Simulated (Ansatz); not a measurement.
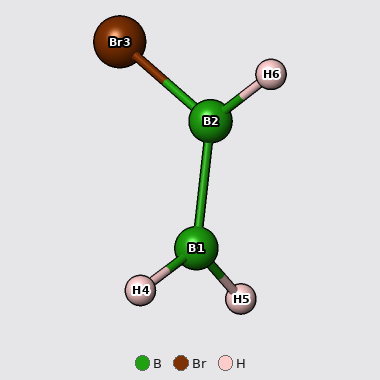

The system is B₂BrH₃ (SMILES BBBr) with the probe H; the picture shows it without the atoms that are moved over the map. The probe is moved over a plane parallel to the molecule's main plane, 3.13 Å above it. The first coordinate is: x of the probe's H atom; the second: y of the probe's H atom. Nothing is relaxed (molecule and probe rigid). The scan uses a 15 × 15 grid. All energies are given in kJ/mol relative to the lowest grid point. Computed with UHF/def2-SVP in Ansatz 0.2.0.

Range: x of the probe's H atom from −3.29 to 3.29 Å; y of the probe's H atom from −3.29 to 3.29 Å.

What will the energy surface look like?

Answer. The lowest grid point is at x of the probe's H atom = −0.94 Å, y of the probe's H atom = −3.29 Å. It lies on the edge of the grid, but the force there points inwards, so the minimum lies inside the range. The energy also falls towards the edge at x of the probe's H atom = −3.29 Å, y of the probe's H atom = 2.35 Å (0.01 kJ/mol above the lowest) and x of the probe's H atom = 2.82 Å, y of the probe's H atom = 3.29 Å (0.07 kJ/mol above the lowest), where a further well may lie outside the range. The highest grid point, x of the probe's H atom = 1.88 Å, y of the probe's H atom = −0.47 Å [nearest 1 H at 2.12 Å], lies 7.93 kJ/mol above the lowest.

```csv
"y of the probe's H atom ↓, x of the probe's H atom →",−3.29,−2.82,−2.35,−1.88,−1.41,−0.94,−0.47,0.00,0.47,0.94,1.41,1.88,2.35,2.82,3.29
3.29,0.06,0.05,0.05,0.07,0.10,0.14,0.18,0.19,0.18,0.15,0.11,0.09,0.07,0.07,0.07
2.82,0.03,0.03,0.04,0.09,0.15,0.23,0.30,0.33,0.31,0.25,0.18,0.12,0.09,0.07,0.07
2.35,0.01,0.03,0.09,0.18,0.29,0.42,0.51,0.55,0.50,0.41,0.30,0.22,0.15,0.11,0.09
1.88,0.03,0.11,0.25,0.43,0.61,0.75,0.82,0.83,0.77,0.67,0.57,0.46,0.34,0.24,0.15
1.41,0.12,0.34,0.65,0.97,1.21,1.30,1.27,1.19,1.14,1.14,1.14,1.04,0.83,0.57,0.34
0.94,0.31,0.72,1.28,1.81,2.11,2.09,1.86,1.67,1.72,1.99,2.26,2.25,1.87,1.27,0.72
0.47,0.53,1.18,2.01,2.76,3.10,2.94,2.49,2.23,2.50,3.26,4.05,4.25,3.60,2.44,1.35
0.00,0.70,1.49,2.51,3.39,3.73,3.44,2.86,2.62,3.21,4.58,6.03,6.53,5.61,3.80,2.07
−0.47,0.71,1.50,2.50,3.34,3.62,3.27,2.70,2.57,3.41,5.22,7.16,7.93,6.87,4.67,2.52
−0.94,0.57,1.20,1.99,2.63,2.82,2.50,2.05,2.04,2.93,4.72,6.65,7.48,6.54,4.47,2.43
−1.41,0.36,0.76,1.26,1.65,1.75,1.52,1.24,1.30,2.01,3.38,4.83,5.48,4.84,3.34,1.85
−1.88,0.18,0.37,0.62,0.81,0.84,0.72,0.58,0.66,1.11,1.93,2.78,3.17,2.82,1.99,1.13
−2.35,0.07,0.14,0.22,0.29,0.29,0.24,0.19,0.26,0.51,0.90,1.31,1.49,1.35,0.97,0.58
−2.82,0.04,0.04,0.05,0.06,0.05,0.03,0.04,0.09,0.21,0.37,0.53,0.61,0.56,0.42,0.27
−3.29,0.04,0.03,0.02,0.01,0.00,0.00,0.01,0.04,0.09,0.16,0.21,0.24,0.22,0.18,0.14
```

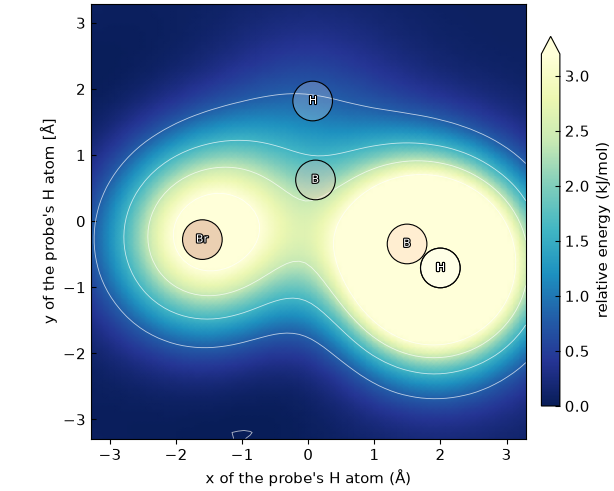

In the figure: a smooth colour map with a few white contour lines, labelled circles for the molecule's atoms, projected on the plane, one colour for all values above the top of the scale. Between grid points the surface is interpolated.

Each point was launched as `ansatz run input.yaml --threads 1 --pin off --max-ram 2560MiB --backend cpu --events-out ev --progress --plain --runs-dir out`. Time for the 225 points that were run: 13 min on 1 thread of Intel(R) Xeon(R) Platinum 8375C CPU @ 2.90GHz (Ice Lake), with other jobs on the host.
